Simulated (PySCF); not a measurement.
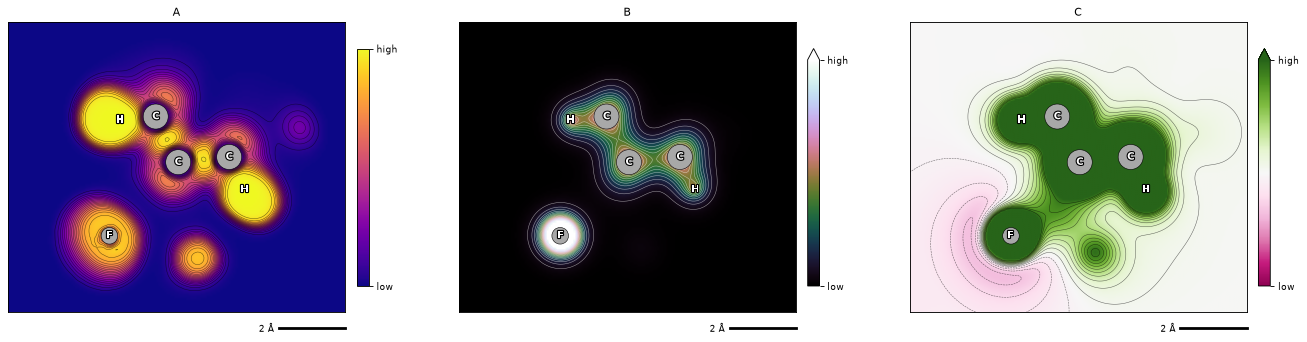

C7H15FSi: 3 fields on the plane of atoms C2, C3 and C4, with unlabelled colour scales. Grey discs cover the atomic cores.

Geometry: GFN2-xTB.

These are results of PBE0/pcSseg-1, SCF density, gas phase, non-relativistic (PySCF), not measurements.

**Match the panels to the quantities (electron density, electron localisation function and electrostatic potential).**

Panel A: electron localisation function. Panel B: electron density. Panel C: electrostatic potential (strongly positive close to the atoms, with negative regions outside electron-rich atoms). From the grid: C–H (1.09 Å): ρ at the midpoint is about 2 e/Å³; the ELF climbs to about 1 towards the hydrogen, as it does in any bond to H (an ordinary covalent bond to hydrogen).
